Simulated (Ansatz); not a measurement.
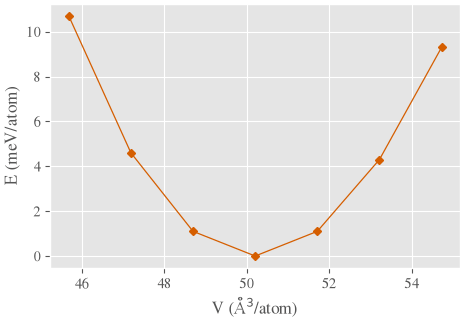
Figure: TlBr in space group P4_2/mmc (No. 131; Tl on 2c, Br on 2e) under volume change, DFT-HSE06 in the program Ansatz with PAW potentials, shape and atoms relaxed at each volume.

Question: What does a third-order Birch–Murnaghan fit give for V₀, B₀ and B′?

Answer: V₀ = 50.15 Å³/atom, B₀ = 7.9 GPa, B′ = 1.8.

A made-up cell: these elements were put on the sites of a structure type; neither database checked (COD, Materials Project) lists it. COD files the formula under space group No. 221. Whether it is the stable phase at ambient conditions was not checked. The HSE06 relaxation kept the symmetry of its start; its stability against distortions is not shown here. Scalar-relativistic: spin–orbit coupling is off unless named, which matters more the heavier the elements.

Potentials: the later of the program's two PAW sets.
